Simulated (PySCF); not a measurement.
Input file:

```
{"job": {"kind": "nmr", "xc": "PBE0", "basis": "pcSseg-1"}, "charge": 0, "multiplicity": 1}
C      4.294659     0.198641     1.755007
C      3.426601     0.002071     0.931857
Al     2.106694    -0.312032    -0.479355
N      0.373229     0.213244     0.358410
C     -0.762930     0.265700     0.210607
C     -2.177147     0.287110     0.013954
C     -2.629842    -1.012477    -0.662768
H      5.044229     0.370985     2.479345
H      1.989925     0.689738    -1.683760
H      1.647333    -1.775397    -0.829465
H     -2.670013     0.411861     0.982435
H     -2.420094     1.149782    -0.613458
H     -2.409036    -1.868618    -0.030630
H     -3.700895    -0.974420    -0.841960
H     -2.117125    -1.143852    -1.612132
```

Command:

```sh
OMP_NUM_THREADS=1 python probes_run.py task.json out
```

Geometry: GFN2-xTB.

All numbers below come from PySCF 2.14.0, PBE0/pcSseg-1, SCF density, gas phase, non-relativistic.

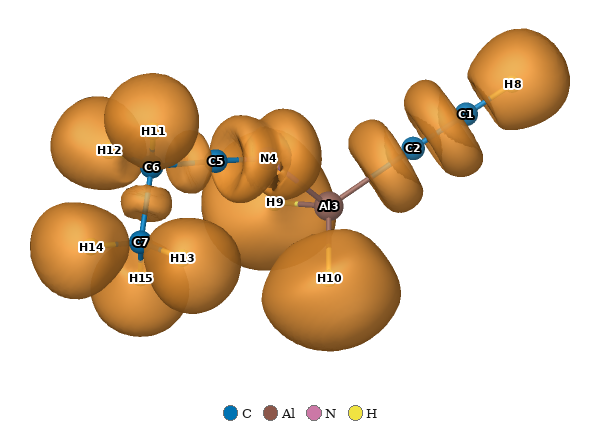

C5H8AlN. Isosurface of the ELF at 0.75 (orange), seen at a tilt. Core shells and regions of very low density are left out.

### Where are the electrons localised?

The ELF exceeds this value in three regions between bonded C–C atoms (shared pairs), eight regions around hydrogen nuclei, one lobe of the valence shell of C pointing towards Al (polar bonds) and one region on N in which the atom's valence shell and bonds are merged. Profiles from the grid: C–N (1.15 Å): the ELF peaks at about 0.85 between the atoms; a multiple bond. C–C (1.21 Å): the ELF peaks at about 0.85 between the atoms; a short, multiple covalent bond.
